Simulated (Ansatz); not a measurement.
Electronic density of states of amorphous C$_{60}$N$_{6}$, density 2.18 g/cm³, on a 2×2×2 Γ-centred mesh with a Gaussian width of 0.1 eV; energies count from the Fermi level. Cell and mesh are small, so fine structure isn't converged. These are PBE-D3(BJ), scalar-relativistic without spin-orbit coupling (plane waves to 420 eV, PAW; Ansatz, a program for electronic structure) values and carry that method's errors. Sampling: a 2×2×2 Γ-centred mesh; Fermi-Dirac width 0.01 eV; collinear spin, started from moments on atoms (at the end a net moment of 0.3 μB). In the spin-polarised cell the level spacing at the Fermi energy can part levels of unlike spin. The levels at the Fermi energy are partly filled. A closed spacing in one fast-quenched cell at PBE doesn't show the material to be a metal.

Preparation: random packing, a CHGNet melt and quench, and a DFT relaxation. N atoms were pushed apart under 1.9 Å during the dynamics, to hinder bonds among them. The hot cell started wider than the set density and was brought back towards it in steps. It is the lowest in DFT energy of 2 quenches. It is a model cell: composition and starting density were chosen by hand, and all elements were melted together. The geometry includes D3(BJ) dispersion. A short ab initio anneal came between quench and relaxation. Its density started from a set value of 2.76 and ended at 2.18 g/cm³. The simulated quench (nominally 790 K/ps over its main leg) is rapid and tends to freeze in more defects than a deposited or slowly cooled glass has. Values belong to this one cell and scatter from quench to quench. Volume and shape were free in the relaxation. On a 2×2×2 Γ-centred mesh force components of up to 0.31 eV/Å stay, since the relaxation ran on one k-point at (1/4, 1/4, 1/4).

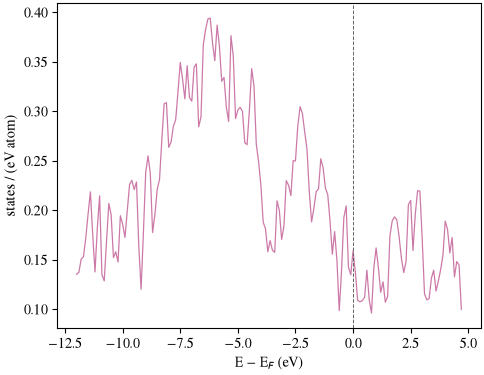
Figure. Density of states per atom
